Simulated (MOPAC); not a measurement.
# Run report: Si₂NH₆ClO, geometry relaxation (part 2 of 2)

Si₂NH₆ClO; PM6, closed shell (MOPAC 23.2.5). The atoms were displaced at random from an optimised geometry.

Geometry of the input (Å):
```
O  0.6989  1.4840  -2.0053
Si 0.2874  1.2799  -0.4152
N  -0.6760  -0.1239  -0.1183
Si -0.3210  -1.4377  0.9028
Cl -0.9612  -1.1896  2.8262
H  1.2009  0.7776  -2.3891
H  1.4899  1.1040  0.4561
H  -0.4713  2.5196  -0.0804
H  -1.6223  -0.1052  -0.5073
H  -1.0146  -2.6661  0.3947
H  1.1653  -1.6022  0.9421
```

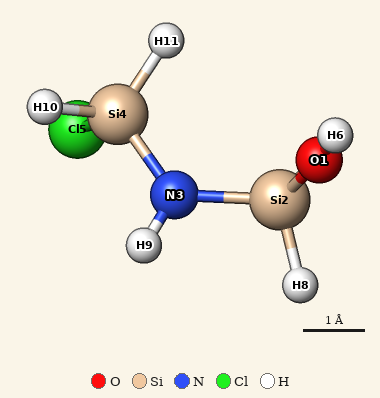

*The geometry at step 42 of the log (ball-and-stick view, seen at a tilt; atoms are numbered from 1 in the order of the input).*

The program's output, continued:
```
   PARAMETER     ATOM    TYPE            VALUE        GRADIENT
      1          1  O    CARTESIAN X     1.042816      0.002502  KCAL/ANGSTROM
      2          1  O    CARTESIAN Y     1.167980      0.005057  KCAL/ANGSTROM
      3          1  O    CARTESIAN Z    -1.762096     -0.002629  KCAL/ANGSTROM
      4          2 Si    CARTESIAN X     0.162249     -0.011892  KCAL/ANGSTROM
      5          2 Si    CARTESIAN Y     1.339654     -0.014814  KCAL/ANGSTROM
      6          2 Si    CARTESIAN Z    -0.468759      0.011123  KCAL/ANGSTROM
      7          3  N    CARTESIAN X    -0.878642     -0.006947  KCAL/ANGSTROM
      8          3  N    CARTESIAN Y     0.010264     -0.002288  KCAL/ANGSTROM
      9          3  N    CARTESIAN Z    -0.036298     -0.003671  KCAL/ANGSTROM
     10          4 Si    CARTESIAN X    -0.405444      0.016338  KCAL/ANGSTROM
     11          4 Si    CARTESIAN Y    -1.410864      0.000753  KCAL/ANGSTROM
     12          4 Si    CARTESIAN Z     0.835134      0.001551  KCAL/ANGSTROM
     13          5 Cl    CARTESIAN X    -0.724849     -0.007425  KCAL/ANGSTROM
     14          5 Cl    CARTESIAN Y    -1.294210      0.002741  KCAL/ANGSTROM
     15          5 Cl    CARTESIAN Z     2.852462      0.006805  KCAL/ANGSTROM
     16          6  H    CARTESIAN X     1.509233      0.006576  KCAL/ANGSTROM
     17          6  H    CARTESIAN Y     0.978919     -0.000597  KCAL/ANGSTROM
     18          6  H    CARTESIAN Z    -2.499707     -0.018811  KCAL/ANGSTROM
     19          7  H    CARTESIAN X     1.105546      0.005809  KCAL/ANGSTROM
     20          7  H    CARTESIAN Y     1.581992      0.010688  KCAL/ANGSTROM
     21          7  H    CARTESIAN Z     0.604388      0.007225  KCAL/ANGSTROM
     22          8  H    CARTESIAN X    -0.693460      0.007134  KCAL/ANGSTROM
     23          8  H    CARTESIAN Y     2.477650      0.000324  KCAL/ANGSTROM
     24          8  H    CARTESIAN Z    -0.738729     -0.001155  KCAL/ANGSTROM
     25          9  H    CARTESIAN X    -1.869147     -0.015535  KCAL/ANGSTROM
     26          9  H    CARTESIAN Y     0.097990      0.004822  KCAL/ANGSTROM
     27          9  H    CARTESIAN Z    -0.333122     -0.004476  KCAL/ANGSTROM
     28         10  H    CARTESIAN X    -1.230067     -0.002708  KCAL/ANGSTROM
     29         10  H    CARTESIAN Y    -2.517644     -0.001161  KCAL/ANGSTROM
     30         10  H    CARTESIAN Z     0.361317      0.005685  KCAL/ANGSTROM
     31         11  H    CARTESIAN X     1.016333      0.006146  KCAL/ANGSTROM
     32         11  H    CARTESIAN Y    -1.668694     -0.005523  KCAL/ANGSTROM
     33         11  H    CARTESIAN Z     0.631045     -0.001646  KCAL/ANGSTROM

   ATOM   CHEMICAL          X               Y               Z
  NUMBER   SYMBOL      (ANGSTROMS)     (ANGSTROMS)     (ANGSTROMS)

     1       O          1.04281622  *   1.16797957  *  -1.76209573  *
     2      Si          0.16224881  *   1.33965441  *  -0.46875917  *
     3       N         -0.87864188  *   0.01026446  *  -0.03629807  *
     4      Si         -0.40544416  *  -1.41086435  *   0.83513392  *
     5      Cl         -0.72484899  *  -1.29421009  *   2.85246206  *
     6       H          1.50923253  *   0.97891897  *  -2.49970694  *
     7       H          1.10554596  *   1.58199199  *   0.60438847  *
     8       H         -0.69346027  *   2.47765031  *  -0.73872900  *
     9       H         -1.86914659  *   0.09798954  *  -0.33312200  *
    10       H         -1.23006691  *  -2.51764395  *   0.36131726  *
    11       H          1.01633269  *  -1.66869435  *   0.63104457  *

                             CARTESIAN COORDINATES

   1    O        1.042816221     1.167979572    -1.762095728
   2   Si        0.162248806     1.339654412    -0.468759169
   3    N       -0.878641876     0.010264460    -0.036298073
   4   Si       -0.405444160    -1.410864347     0.835133919
   5   Cl       -0.724848993    -1.294210093     2.852462061
   6    H        1.509232535     0.978918971    -2.499706941
   7    H        1.105545959     1.581991991     0.604388474
   8    H       -0.693460273     2.477650309    -0.738729000
   9    H       -1.869146590     0.097989542    -0.333121996
  10    H       -1.230066905    -2.517643954     0.361317258
  11    H        1.016332691    -1.668694350     0.631044574

           Empirical Formula: H6 N O Si2 Cl  =    11 atoms

      MOLECULAR POINT GROUP   :   C1

                  EIGENVALUES
 -30.78388 -30.11389 -26.10849 -21.34244 -18.46864 -16.54755 -14.92321 -14.61780
 -14.27133 -12.87876 -12.59352 -12.23545 -11.40118 -10.86243 -10.70950 -10.61961
  -0.04065   0.23686   0.56274   0.71408   0.96347   1.15709   1.24238   1.44321
   1.88802   2.07557   2.17349   2.88148   3.52136   4.40289   4.67411   4.93521
   5.00677   5.17987   6.15927   6.26308  89.65357  89.75412  89.77327  90.11313
  90.11336

              NET ATOMIC CHARGES AND DIPOLE CONTRIBUTIONS

  ATOM NO.   TYPE          CHARGE      No. of ELECS.   s-Pop       p-Pop       d-Pop
    1          O          -0.492979        6.4930     1.54338     4.94960
    2         Si           0.297055        3.7029     1.08647     1.45684     1.15963
    3          N          -0.602714        5.6027     1.51933     4.08338
    4         Si           0.375041        3.6250     1.12565     1.56640     0.93291
    5         Cl          -0.221652        7.2217     1.99316     5.22645     0.00204
    6          H           0.351085        0.6489     0.64891
    7          H           0.014070        0.9859     0.98593
    8          H           0.008572        0.9914     0.99143
    9          H           0.278579        0.7214     0.72142
   10          H          -0.004083        1.0041     1.00408
   11          H          -0.002974        1.0030     1.00297
 DIPOLE           X         Y         Z       TOTAL
 POINT-CHG.     0.447     0.016    -2.591     2.629
 HYBRID        -0.498    -0.145    -0.445     0.683
 SUM           -0.051    -0.129    -3.035     3.038

          ATOMIC ORBITAL ELECTRON POPULATIONS

     Atom    s        px        py        pz      x^2-y^2     xz        z^2       yz        xy
    1  O   1.54338   1.67266   1.77640   1.50053
    2 Si   1.08647   0.53864   0.46020   0.45800   0.11823   0.32180   0.25891   0.14765   0.31305
    3  N   1.51933   1.21909   1.38198   1.48231
    4 Si   1.12565   0.66372   0.47090   0.43179   0.19133   0.11058   0.25353   0.19451   0.18295
    5 Cl   1.99316   1.88198   1.87929   1.46518   0.00005   0.00039   0.00115   0.00042   0.00003
    6  H   0.64891
    7  H   0.98593
    8  H   0.99143
    9  H   0.72142
   10  H   1.00408
   11  H   1.00297

           MULLIKEN POPULATION ANALYSIS

        MULLIKEN POPULATIONS AND CHARGES

      NO.  ATOM   POPULATION      CHARGE
        1    O     6.605917     -0.605917
        2   Si     3.473007      0.526993
        3    N     5.902101     -0.902101
        4   Si     3.401068      0.598932
        5   Cl     7.313128     -0.313128
        6    H     0.615080      0.384920
        7    H     0.991946      0.008054
        8    H     0.997842      0.002158
        9    H     0.693753      0.306247
       10    H     1.002844     -0.002844
       11    H     1.003315     -0.003315

          Chemical-Potential Equalization

          Energy                    =                  NaN   kcal/mol
          Pot(1)                    =                  NaN   eV
          Dipole correction(1)      =                  NaN   au

 *                    *
 * JOB ENDED NORMALLY *
 *                    *

 TOTAL JOB TIME:             0.40 SECONDS

 == MOPAC DONE ==
```

Trajectory as extended XYZ (Å, eV, eV/Å), 10 of the 76 frames kept, from step=0 to step=75:
```
11
Properties=species:S:1:pos:R:3:forces:R:3 step=0 energy=-6.16881
O     0.6989    1.4840   -2.0053    0.3151  -0.6193   0.4876
Si    0.2874    1.2799   -0.4152    0.0178   1.2559   1.3636
N    -0.6760   -0.1239   -0.1183   -0.4166   0.3356  -0.3633
Si   -0.3210   -1.4377    0.9028    0.7809  -1.3886   0.4731
Cl   -0.9612   -1.1896    2.8262   -0.0228  -0.0139   0.0267
H     1.2009    0.7776   -2.3891    0.1955   0.2156  -0.9624
H     1.4899    1.1040    0.4561   -0.3663   0.2035  -0.6238
H    -0.4713    2.5196   -0.0804    0.3186  -0.5636  -0.2861
H    -1.6223   -0.1052   -0.5073   -0.5026   0.0448  -0.3115
H    -1.0146   -2.6661    0.3947    0.2770   0.5809   0.1792
H     1.1653   -1.6022    0.9421   -0.5966  -0.0508   0.0168
11
Properties=species:S:1:pos:R:3:forces:R:3 step=8 energy=-6.68398
O     0.7829    1.2836   -1.8842    0.1991   0.0568  -0.1068
Si    0.2598    1.3109   -0.3967    0.1655  -0.0729   0.0367
N    -0.7569   -0.0721   -0.0933    0.2981  -0.0574   0.2139
Si   -0.2994   -1.4289    0.8867   -0.0553  -0.0373   0.0820
Cl   -0.9399   -1.2041    2.8226    0.0499  -0.0520  -0.0264
H     1.1334    1.0709   -2.6815   -0.1136   0.1568  -0.0407
H     1.4679    1.2333    0.4172   -0.1799   0.0394   0.0320
H    -0.4798    2.5493   -0.1915    0.0462  -0.1552  -0.1361
H    -1.6669   -0.0972   -0.5628   -0.3015   0.0283  -0.0639
H    -0.9833   -2.6052    0.3572   -0.0061   0.0209   0.0146
H     1.1497   -1.6423    0.9104   -0.1025   0.0728  -0.0052
11
Properties=species:S:1:pos:R:3:forces:R:3 step=17 energy=-6.74357
O     0.8462    1.3162   -1.9199   -0.0582   0.0119   0.0317
Si    0.2768    1.2893   -0.4505    0.0054  -0.0028  -0.0245
N    -0.7518   -0.0636   -0.0645    0.0190   0.0085   0.0234
Si   -0.3200   -1.4273    0.9165    0.0022  -0.0183   0.0147
Cl   -0.9499   -1.2626    2.8582    0.0026   0.0032  -0.0037
H     1.1001    1.2462   -2.7711    0.0604  -0.0029  -0.0144
H     1.4216    1.2850    0.4349    0.0440   0.0102   0.0100
H    -0.5076    2.5025   -0.3395   -0.0236  -0.0243  -0.0140
H    -1.7134   -0.0270   -0.4480   -0.0411  -0.0044   0.0032
H    -1.0017   -2.6019    0.3793    0.0096   0.0254  -0.0049
H     1.1290   -1.6051    0.9433   -0.0204  -0.0065  -0.0215
11
Properties=species:S:1:pos:R:3:forces:R:3 step=25 energy=-6.74640
O     0.8507    1.3160   -1.9259    0.0183  -0.0077  -0.0124
Si    0.2736    1.2930   -0.4618   -0.0034  -0.0029   0.0153
N    -0.7489   -0.0561   -0.0460   -0.0039   0.0059   0.0062
Si   -0.3216   -1.4321    0.9187    0.0143   0.0001  -0.0114
Cl   -0.9514   -1.2714    2.8600    0.0030  -0.0107   0.0015
H     1.1491    1.2465   -2.7655   -0.0086  -0.0076   0.0195
H     1.4245    1.3212    0.4196   -0.0129  -0.0065   0.0016
H    -0.5334    2.4919   -0.3703   -0.0133   0.0041  -0.0113
H    -1.7260   -0.0079   -0.3943    0.0076   0.0131  -0.0094
H    -1.0037   -2.5971    0.3659   -0.0223   0.0051   0.0083
H     1.1232   -1.6235    0.9363    0.0212   0.0070  -0.0081
11
Properties=species:S:1:pos:R:3:forces:R:3 step=33 energy=-6.75169
O     0.9464    1.2048   -1.8745   -0.0257   0.0221   0.0605
Si    0.2164    1.3511   -0.4829    0.0436   0.0307  -0.0305
N    -0.7872    0.0164    0.0118   -0.0200  -0.0321  -0.0378
Si   -0.3423   -1.4151    0.8848   -0.0188   0.0233   0.0148
Cl   -0.8742   -1.3415    2.8626    0.0412   0.0022  -0.0237
H     1.3188    1.0357   -2.6687   -0.0008  -0.0024   0.0361
H     1.2638    1.5540    0.4992   -0.0001  -0.0036  -0.0318
H    -0.6507    2.5085   -0.6320    0.0393  -0.0674   0.0016
H    -1.7810    0.0974   -0.2814   -0.0393  -0.0068   0.0111
H    -1.1012   -2.5308    0.3252    0.0278   0.0129  -0.0041
H     1.0991   -1.6419    0.8040   -0.0472   0.0211   0.0040
11
Properties=species:S:1:pos:R:3:forces:R:3 step=42 energy=-6.75541
O     0.9959    1.1616   -1.8209   -0.0288  -0.0084   0.0093
Si    0.1918    1.3531   -0.4783   -0.0090  -0.0040  -0.0305
N    -0.8437    0.0344    0.0027   -0.0068  -0.0208  -0.0236
Si   -0.3696   -1.3953    0.8595    0.0299  -0.0013   0.0159
Cl   -0.8080   -1.3476    2.8582    0.0036   0.0119  -0.0096
H     1.4043    0.9501   -2.5876    0.0022   0.0226   0.0316
H     1.1995    1.5981    0.5367   -0.0412  -0.0164  -0.0117
H    -0.6776    2.4923   -0.7085    0.0444  -0.0097   0.0016
H    -1.8375    0.1261   -0.2863    0.0133   0.0006   0.0237
H    -1.1167   -2.5282    0.3212   -0.0085   0.0311  -0.0106
H     1.0706   -1.5896    0.7260    0.0008  -0.0056   0.0040
11
Properties=species:S:1:pos:R:3:forces:R:3 step=50 energy=-6.75720
O     1.0107    1.1452   -1.8009    0.0062   0.0043   0.0033
Si    0.1781    1.3490   -0.4802   -0.0005   0.0056  -0.0041
N    -0.8649    0.0387    0.0017    0.0009  -0.0025  -0.0017
Si   -0.3717   -1.3898    0.8497    0.0030   0.0012   0.0005
Cl   -0.7856   -1.3435    2.8529    0.0013   0.0036  -0.0005
H     1.4488    0.9370   -2.5508   -0.0031   0.0033   0.0041
H     1.1600    1.5945    0.5571   -0.0016   0.0006  -0.0033
H    -0.6714    2.4950   -0.7372    0.0025  -0.0044   0.0007
H    -1.8636    0.1384   -0.2619    0.0014  -0.0063   0.0012
H    -1.1274   -2.5158    0.3117   -0.0052  -0.0016   0.0033
H     1.0674   -1.5828    0.6998   -0.0048  -0.0039  -0.0034
11
Properties=species:S:1:pos:R:3:forces:R:3 step=58 energy=-6.75753
O     1.0233    1.1422   -1.7859   -0.0032   0.0024   0.0018
Si    0.1705    1.3500   -0.4791    0.0043  -0.0001   0.0030
N    -0.8717    0.0365   -0.0024    0.0051   0.0017   0.0024
Si   -0.3788   -1.3937    0.8428   -0.0015   0.0017   0.0033
Cl   -0.7684   -1.3351    2.8507    0.0077   0.0009  -0.0018
H     1.4709    0.9304   -2.5285    0.0045   0.0025  -0.0054
H     1.1389    1.6087    0.5677   -0.0054  -0.0050   0.0008
H    -0.6795    2.4911   -0.7536   -0.0050  -0.0053  -0.0006
H    -1.8715    0.1373   -0.2609    0.0007  -0.0004  -0.0057
H    -1.1508   -2.5168    0.3211   -0.0025   0.0055  -0.0013
H     1.0564   -1.5984    0.6721   -0.0048  -0.0040   0.0036
11
Properties=species:S:1:pos:R:3:forces:R:3 step=67 energy=-6.75832
O     1.0460    1.1581   -1.7586   -0.0044   0.0008   0.0040
Si    0.1593    1.3432   -0.4713   -0.0048  -0.0028   0.0036
N    -0.8819    0.0171   -0.0295    0.0004  -0.0011  -0.0006
Si   -0.4032   -1.4076    0.8329   -0.0005  -0.0029   0.0018
Cl   -0.7242   -1.3008    2.8507    0.0017  -0.0023  -0.0031
H     1.5155    0.9593   -2.4913    0.0036   0.0016  -0.0063
H     1.0983    1.5964    0.6030    0.0011   0.0031  -0.0005
H    -0.6975    2.4773   -0.7551    0.0050  -0.0007  -0.0008
H    -1.8754    0.1095   -0.3149    0.0029  -0.0017  -0.0014
H    -1.2226   -2.5156    0.3532   -0.0026   0.0017   0.0018
H     1.0195   -1.6600    0.6267   -0.0026   0.0043   0.0015
11
Properties=species:S:1:pos:R:3:forces:R:3 step=75 energy=-6.75839
O     1.0428    1.1680   -1.7621   -0.0001  -0.0002   0.0001
Si    0.1622    1.3397   -0.4688    0.0005   0.0006  -0.0005
N    -0.8786    0.0103   -0.0363    0.0003   0.0001   0.0002
Si   -0.4054   -1.4109    0.8351   -0.0007   0.0000  -0.0001
Cl   -0.7248   -1.2942    2.8525    0.0003  -0.0001  -0.0003
H     1.5092    0.9789   -2.4997   -0.0003   0.0000   0.0008
H     1.1055    1.5820    0.6044   -0.0003  -0.0005  -0.0003
H    -0.6935    2.4777   -0.7387   -0.0003   0.0000   0.0001
H    -1.8691    0.0980   -0.3331    0.0007  -0.0002   0.0002
H    -1.2301   -2.5176    0.3613    0.0001   0.0001  -0.0002
H     1.0163   -1.6687    0.6310   -0.0003   0.0002   0.0001
```

Key numbers:

```csv
quantity,value
outcome,converged
total energy,−35.197017 hartree
dispersion energy,0.000000 hartree
heat of formation,−155.85 kcal/mol
basis functions,41
largest force,0.001 eV/Å
HOMO,−10.62 eV
LUMO,−0.04 eV
dipole moment,3.04 D
hardware,"1 thread of Arm Neoverse V1, 24 GiB of memory available, shared host"
peak memory,0.095 GiB
```

Notes:

MOPAC's energies along a path are heats of formation.
